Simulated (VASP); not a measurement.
```xyz
4
Lattice="3.7083 0.0000 0.0000 -1.8542 3.2115 0.0000 0.0000 0.0000 6.6027" Properties=species:S:1:pos:R:3 pbc="T T T"
Pt     0.0000     2.1410     0.0608
Pt     1.8542     1.0705     3.3622
S      0.0000     2.1410     2.4152
S      1.8542     1.0705     5.7166
```

Method: PBE GGA, VASP's PBE PAW potentials (set 64) (plane waves; VASP 6.6.1). Run with 400 eV cut-off, 11×11×5 Γ-centred mesh, tetrahedra with Blöchl corrections, potentials Pt S.

Unless said otherwise, spin-orbit coupling is left out, though it shifts the bands of the heavy elements here.

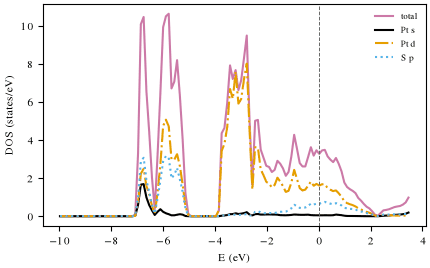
*Total and projected density of states, zero at the Fermi level*

Within 2 eV below the Fermi level the largest weight inside VASP's projection spheres is Pt d, then S p.

It has no gap at this level: it comes out as a metal or semimetal.

The structure was generated: PtS was put into the wurtzite type (P6_3mc), which need not be its known phase. It was relaxed first, which changed the volume by -9 %.
